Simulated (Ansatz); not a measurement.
Band structure of TaRu (Pm-3m, 2 atoms in the cell).

```
CELL_PARAMETERS angstrom
      3.17884     0.00000     0.00000
      0.00000     3.17884     0.00000
      0.00000     0.00000     3.17884
ATOMIC_POSITIONS crystal
  Ta 0.50000 0.50000 0.50000
  Ru 0.00000 0.00000 0.00000
```

Method: PBEsol, default PAW files made with PBE (plane waves; Ansatz, an electronic-structure program).

Settings: basis.ecutwfc = 420 eV; kpoints.mp_grid.grid = 10 10 10; hamiltonian.xc = pbesol; hamiltonian.pseudopotentials = {kind: paw} (the program's default PAW files); scf.occupations.method = methfessel_paxton; scf.occupations.width = 0.1 eV; kpoints.band_path.npoints = 10.

The starting cell comes from a database of computed structures (which also holds hypothetical and non-ambient phases and stackings), without a prior relaxation at this level. Spin-orbit coupling is off. Spin polarisation is off.

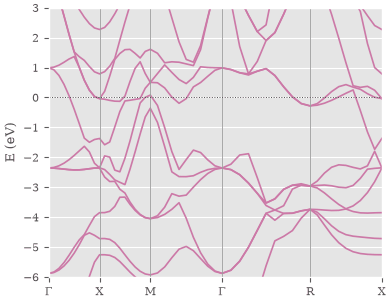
Bands along the path, energies from the Fermi level.

Levels in eV from the Fermi level, bands 11 to 18:
```
point     11     12     13     14     15     16     17    18
-----  -----  -----  -----  -----  -----  -----  -----  ----
Γ      -5.88  -2.36  -2.36  -2.36   0.99   0.99   4.04  4.04
X      -3.85  -2.36  -2.35  -2.35  -1.37  -0.04  -0.04  0.79
M      -4.05  -4.05  -0.36   0.08   0.51   0.51   1.61  4.06
R      -3.74  -2.96  -2.96  -2.96  -0.28  -0.28   4.24  4.24
```

Bands cross the Fermi level along this path, so the cell is metallic at this level.

Keys are those of Ansatz 0.2.
